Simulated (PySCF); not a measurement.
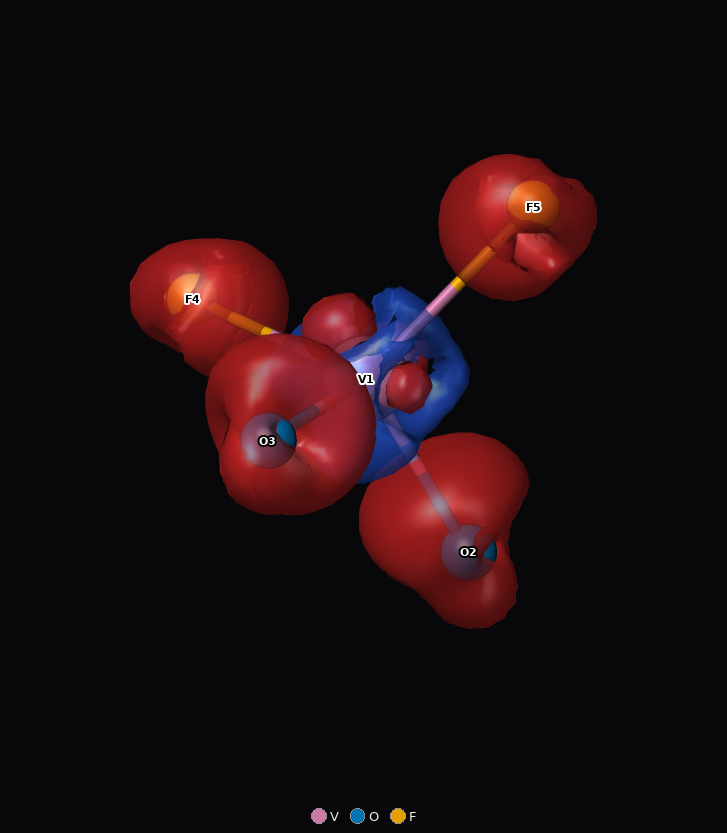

Figure. [VO2F2]- (F2O2V, charge −1). Deformation density (molecule less spherical, spin-averaged free atoms at the same positions), surfaces at ±0.15 e/Å³; red: gain, blue: loss.

PySCF calculation, BP86/def2-SVPD, gas phase; geometry: GFN2-xTB. This is a single-reference result, which may miss multireference character in this system. No frequency check shows the geometry to be a minimum. GFN2-xTB bond lengths at metals and heavier atoms can be off by up to 0.1 Å and shapes distorted, which carries into these values.

Geometry (Å), atoms numbered from 1:

```
V1      -0.0002    0.0501    0.0000
O2      -0.0030    0.9110   -1.2773
O3       0.0051    0.9616    1.2425
F4       1.4203   -0.8973    0.0123
F5      -1.4216   -0.8952    0.0186
```

Q: Describe the bonding that the map shows.

A: V1–O2 and V1–O3: +0.31 e/Å³ at the bond critical point (bond length 1.54 Å). V1–F5 and V1–F4: +0.05 e/Å³ at the bond critical point (bond length 1.71 Å); up to 0.6 Å beside the axis the gain reaches +0.24 e/Å³. In all, 1.8 electrons gather in the regions of gain relative to the promolecule of neutral atoms (this includes the anion's extra charge). A small or negative value marks a very polar bond, one between electron-rich atoms, whose free-atom densities already overlap strongly, a long bond to a heavier atom, or a closed-shell contact such as a hydrogen bond.

Q: Where do the Hirshfeld charges lie?

A: The highest Hirshfeld charge is on V1 (+0.41 e), the lowest on O2 and O3 (−0.42 e).

```json
{"atom": "V1", "charge (e)": "+0.41"}
{"atom": "O2", "charge (e)": "−0.42"}
{"atom": "O3", "charge (e)": "−0.42"}
{"atom": "F4", "charge (e)": "−0.29"}
{"atom": "F5", "charge (e)": "−0.29"}
```
